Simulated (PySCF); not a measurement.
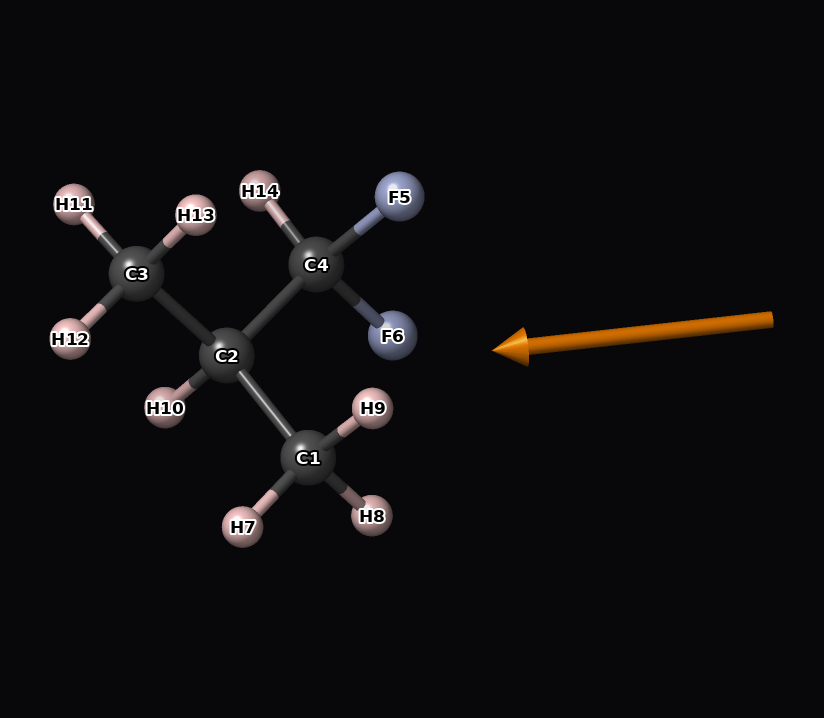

The arrow beside the molecule shows the direction of the dipole moment, from the negative to the positive end (its length means nothing). The computed structure is the end point of a PBE0-D3(BJ)/def2-SVP optimisation. No frequency run is at hand to confirm it as a minimum. Level of theory: CAM-B3LYP/pcSseg-1, gas phase (PySCF 2.14.0).

How large is the dipole moment?

2.14 D; it points from the side of F5, F6 to the side of H12 (the outermost atoms at the two ends).
